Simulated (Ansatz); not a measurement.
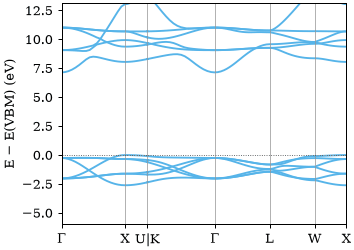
*Band structure from PBE in the plane-wave PAW code Ansatz*

Read off the gap and where the band edges lie.

About 7.1 eV (7.14 eV by a search for the band edges); maximum at X, minimum at Γ.

The material is CaF2 (fluorite, Fm-3m).

The cell was relaxed with PBE under the symmetry of its start.

Potentials: the later of the program's two PAW sets.
